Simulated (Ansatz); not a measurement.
A computed series for hypothetical CsCl type SiGe: pressure series

The reference is SiGe in the CsCl type structure (space group Pm-3m, No. 221; a = 3.1998 Å; a hypothetical phase, not in the database extracts checked).

Cell and atoms are relaxed at each pressure.

The values are results of Kohn–Sham DFT with the PBEsol functional, run in Ansatz (a quantum-chemistry and plane-wave program) with PAW and 420 eV plane waves, no spin-orbit coupling, not measurements.

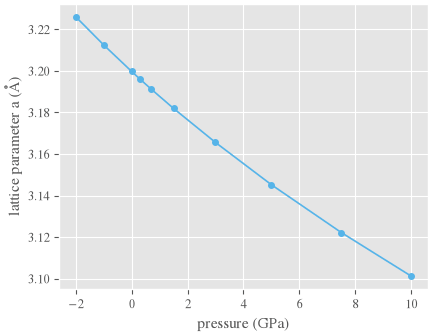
*Lattice parameter a against pressure*

Task: From the plot, what is the lattice parameter a for pressure 10 GPa?

Result: About 3.10 Å.

Task: Is the trend monotonic over the range shown?

Result: Yes, it falls throughout, spanning 3.101 Å to 3.226 Å.

Load acts through the strain it causes; cell and atoms are relaxed under it. No phonon test of stability was made. No other phases were tried under pressure. The final runs are not spin-polarised.
